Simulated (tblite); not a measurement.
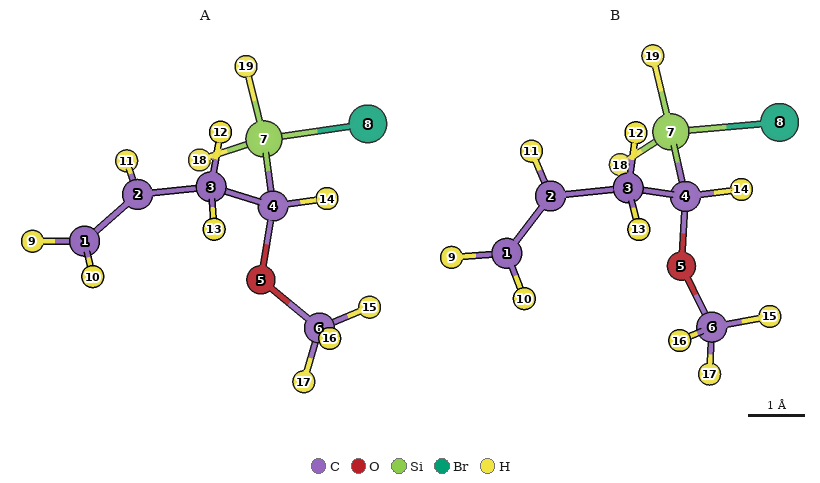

Two geometries of C$_{5}$H$_{11}$BrOSi, drawn at one scale. One is the start of a relaxation, the other its converged end. A ball-and-stick model, seen at a tilt.

Computed with GFN2-xTB geometry optimisation, gas phase in tblite 0.8.0. 

### Which of the two is the end point?

Structure B is the relaxed one. H16 moves most after the best rigid fit: 1.08 Å. Largest moves by element: H 1.08 Å, O 0.47 Å, C 0.32 Å, Si 0.21 Å, Br 0.05 Å. Near-neighbour distances that change, for instance: C4–Si7 1.857 → 1.902 Å, C6–H15 1.124 → 1.097 Å, C3–H13 1.120 → 1.093 Å, C1–C2 1.346 → 1.319 Å. Bond angles that change, for instance: O5–C4–Si7 113.2° → 99.4°, C3–C4–Si7 106.2° → 115.0°, H18–Si7–H19 106.7° → 114.9°. Groups turn about C4–O5 by about 40°. The energy falls by 0.579 eV in 123 geometry steps. Cost: 2 s on 1 thread of Arm Neoverse N1, with other jobs on the host.
